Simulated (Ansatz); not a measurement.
# CHSSi (charge +1): what the fields show

```xyz
4

Si   -1.9105    0.2578    1.2065
C    -0.4656    0.1580    0.1544
S     0.7117    0.2358   -0.9343
H     1.6644   -0.6516   -0.4266
```

⟨S²⟩ = 0.21, above the pure value of 0.00.

Method: UKS PBE/def2-SVP in Ansatz.

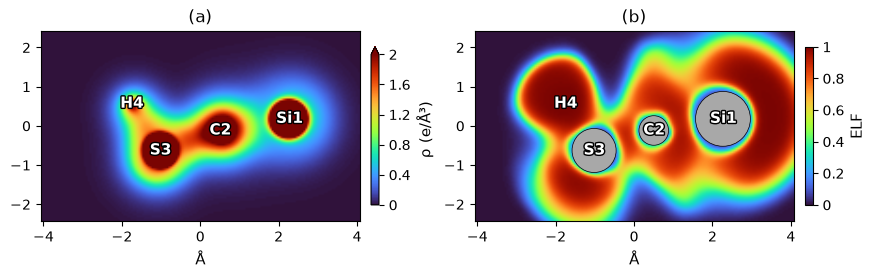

Figure 1. (a) electron density; (b) ELF on the molecular plane. Grey discs cover the atomic cores in the ELF map.

> Interpret the plot.

- Atoms in the plane: Si, C, S and H.
- C–S (1.61 Å): ρ at the midpoint is about 1.7 e/Å³; the ELF peaks at about 0.90 between the atoms; localised, covalent bonding.
- C–Si (1.79 Å): the density is about 0.96 e/Å³ at the midpoint; the ELF peaks at about 0.90 between the atoms, as expected for localised, covalent bonding.
- S–H (1.40 Å): the density is about 1.4 e/Å³ at the midpoint; the ELF climbs to about 1 towards the hydrogen, as it does in any bond to H (a covalent bond by its length).
- The ELF also peaks beside S3 and Si1, away from the bonds: non-bonding electrons, paired or unpaired.

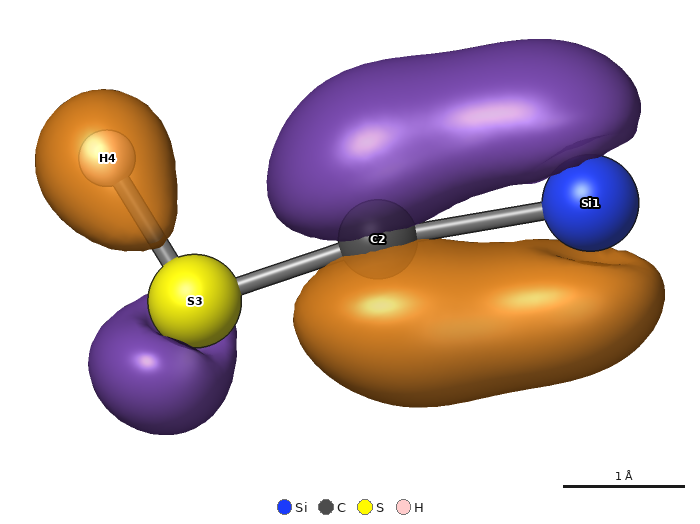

Figure 2. The HOMO (α) at ±0.15 Å⁻³ᐟ² (orange and purple are the two phases), seen across its widest extent.

> Where does this orbital lie, and at what energy?

By Hirshfeld shares it lies mainly on C2 (about 45 %), Si1 (about 30 %), S3 (about 15 %) and H4 (about 5 %); it is symmetric in the molecular plane (an in-plane orbital: σ, lone-pair or in-plane π type). Its energy is −11.77 eV.

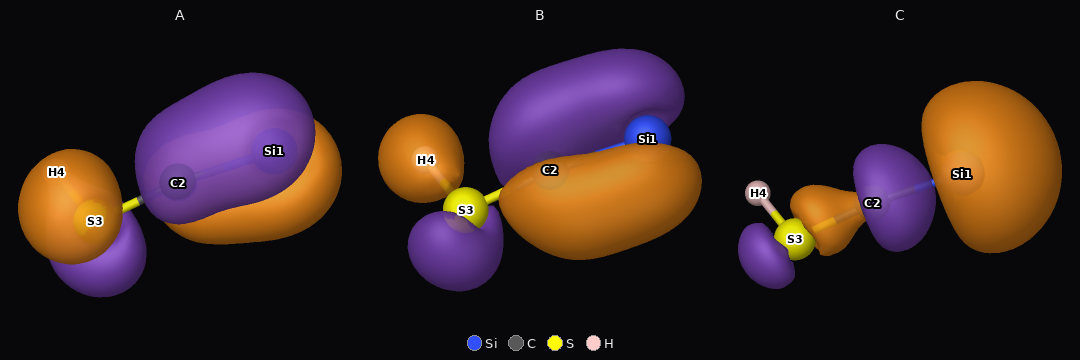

Figure 3. Three frontier orbitals at ±0.1 Å⁻³ᐟ² (orange and purple are the two phases), in no order.

> Order the three orbitals by energy and name them. All are α orbitals.

C is the HOMO−1 (α) (−13.24 eV). It lies mainly on Si1 (about 75 %), C2 (about 15 %) and S3 (about 5 %); it is symmetric in the molecular plane (an in-plane orbital: σ, lone-pair or in-plane π type). B is the HOMO (α) (−11.77 eV). It lies mainly on C2 (about 45 %), Si1 (about 30 %), S3 (about 15 %) and H4 (about 5 %); it is symmetric in the molecular plane (an in-plane orbital: σ, lone-pair or in-plane π type). A is the LUMO (α) (−11.01 eV). By Hirshfeld shares it lies mainly on Si1 (about 40 %), C2 (about 30 %) and S3 (about 30 %); it changes sign across the molecular plane (π type); π-bonding across Si1–C2; π-antibonding (a node) across C2–S3.

> What is the gap between the highest occupied and lowest empty α orbitals?

0.76 eV between the orbital energies.
